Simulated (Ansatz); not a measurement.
AgRuC₆N₆, 56 atoms, a = 10.71 Å, b = 10.71 Å, c = 10.71 Å, α = 90.00°, β = 90.00°, γ = 90.00°.

Space group Fm-3m; a structure generated by program, which may or may not match a known phase; spin-polarised.

These are results of DFT PBE, scalar-relativistic, plane waves, PAW in Ansatz, not measurements.

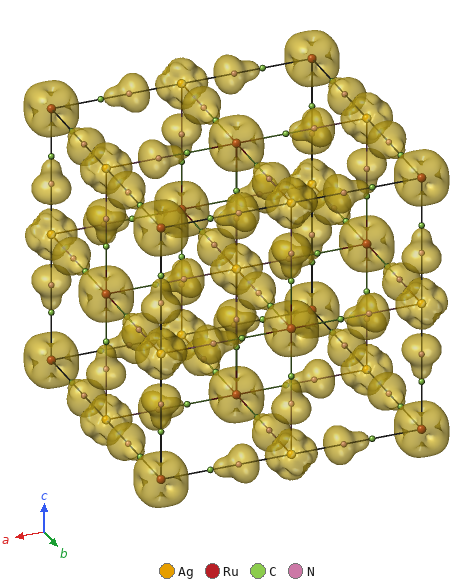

AgRuC₆N₆. Isosurfaces of the magnetisation density (up minus down) at +0.04 (yellow) and −0.04 e/Å³ (cyan), seen at an oblique angle. Sticks mark near contacts.

The density is the valence pseudo-density of a PAW calculation; it isn't the true density close to the nuclei.

**Where is the spin, and how is it ordered?**

The spin density sits on Ag: +0.9 μB (×4); Ru: +0.5 μB (×4) in one cell of 56 atoms, with smaller moments on other sites: N (up to +0.10 μB): parallel moments (a ferromagnetic arrangement) in this solution. The cell of the calculation (14 atoms) carries 3.0 μB of net spin moment. Only one sign reaches the isovalue.
